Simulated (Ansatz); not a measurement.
C2H6FNO2W (SMILES C[N](C)[W](=[O])(=[O])[F])

Input

```
crystal:
  periodic: [false, false, false]
  atoms:
    - {symbol: C, position_ang: [-0.482850, -0.211031, 1.432189]}
    - {symbol: N, position_ang: [0.019501, -0.114285, 0.073685]}
    - {symbol: C, position_ang: [1.170813, -0.962391, -0.176284]}
    - {symbol: W, position_ang: [-0.658294, 1.142071, -1.210614]}
    - {symbol: O, position_ang: [0.647009, 1.605341, -2.210063]}
    - {symbol: O, position_ang: [-1.275019, 2.477454, -0.342464]}
    - {symbol: F, position_ang: [-2.011175, 0.345039, -2.230904]}
    - {symbol: H, position_ang: [-0.837932, -1.227641, 1.633562]}
    - {symbol: H, position_ang: [0.312288, 0.024906, 2.148709]}
    - {symbol: H, position_ang: [-1.307540, 0.482973, 1.592664]}
    - {symbol: H, position_ang: [1.974430, -0.730084, 0.531904]}
    - {symbol: H, position_ang: [0.898501, -2.016567, -0.055160]}
    - {symbol: H, position_ang: [1.550258, -0.815774, -1.187243]}
basis:
  gaussian: {orbitals: def2-TZVPP}
hamiltonian: {xc: pbe0, dispersion: d4}
output: {orbitals: {seedname: orbitals}}
```

Command:

```sh
ansatz run in.yaml --threads 2 --pin off --events-out ev --progress --plain --max-ram 32768MiB --backend cuda --devices 0, --max-vram 18GiB
```

Geometry: PBE0-D4/def2-TZVP; core potentials replace the inner electrons of W.

Level of theory: RKS PBE0-D4/def2-TZVPP in Ansatz 0.2.0.

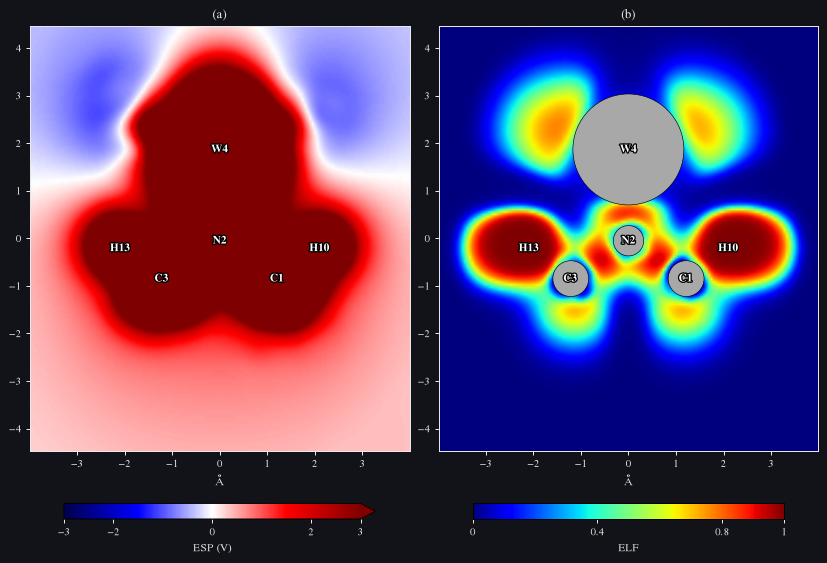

Figure 1. (a) electrostatic potential; (b) ELF on the plane of atoms N2, C3 and H13. Grey discs cover the atomic cores in the ELF map.

Question: Read the bonding off the picture.

Answer: The plane passes through C, N, W and H nuclei. C–N (1.45 Å): the ELF peaks at about 0.90 between the atoms: localised, covalent bonding. W–N (1.92 Å): the ELF peaks at about 0.85 in the valence shell of N, 0.6 Å from its nucleus, and is about 0.35 at the midpoint. C–H (1.09 Å): the ELF climbs to about 1 towards the hydrogen, as it does in any bond to H (an ordinary covalent bond to hydrogen). Outside the dense part of the molecule the potential is most negative (−1.1 V) near O5, which lies off the plane.

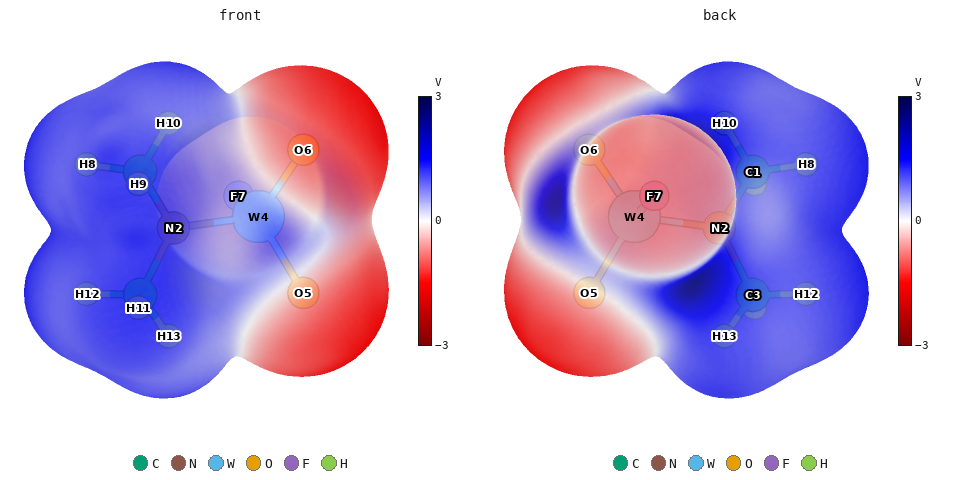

Figure 2. The molecular electrostatic potential painted on the density surface at 0.002 e/bohr³, seen from the front and from behind; the colour scale runs from red (negative) to blue (positive).

Question: Describe the electrostatic potential map.

Answer: The most negative region (about −1.5 V) lies over O5 and O6, the most positive (about +2.4 V) over W4.

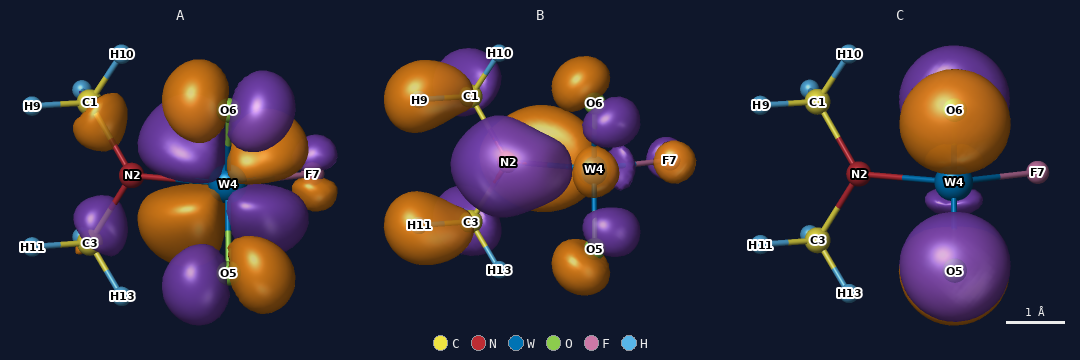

Figure 3. Three frontier orbitals at ±0.1 Å⁻³ᐟ² (orange and purple are the two phases), in no order.

Question: Order the three orbitals by energy and name them.

Answer: C is the HOMO−1 (−8.85 eV). It lies mainly on O6 (about 45 %) and O5 (about 45 %); largely a combination of lone pairs on O6 and O5. B is the HOMO (−7.90 eV). It lies mainly on N2 (about 45 %), W4 (about 10 %), C1 (about 5 %), C3 (about 5 %), O5 (about 5 %) and O6 (about 5 %). A is the LUMO (−1.41 eV). It lies mainly on W4 (about 55 %), O5 (about 15 %) and O6 (about 15 %).

Question: What is the HOMO–LUMO gap?

Answer: 6.49 eV between the orbital energies.
